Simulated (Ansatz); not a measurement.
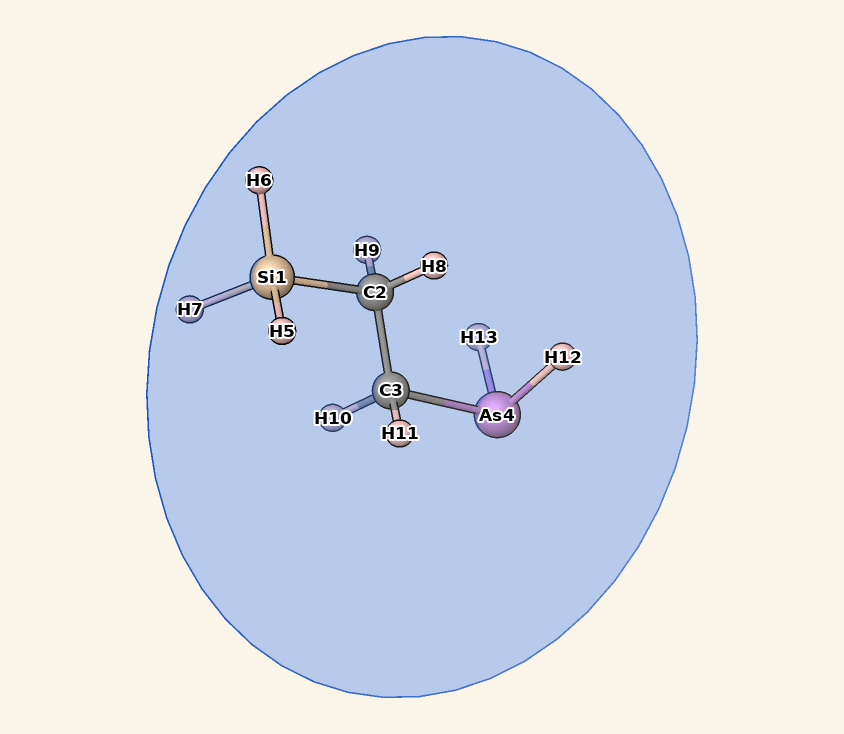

A disc through the centre of mass is drawn in. Distant atoms are faded towards the background colour. The computed structure is the end point of a PBE0-D4/def2-TZVP optimisation. No frequency run is at hand to confirm it as a minimum.

Q: Is the plane of the disc a mirror plane of the structure?

A: Yes. The reflection leaves Si1, C2, C3, As4, H6 in place and moves H5 ↔ H7; H8 ↔ H9; H10 ↔ H11; H12 ↔ H13. The point group is Cs.
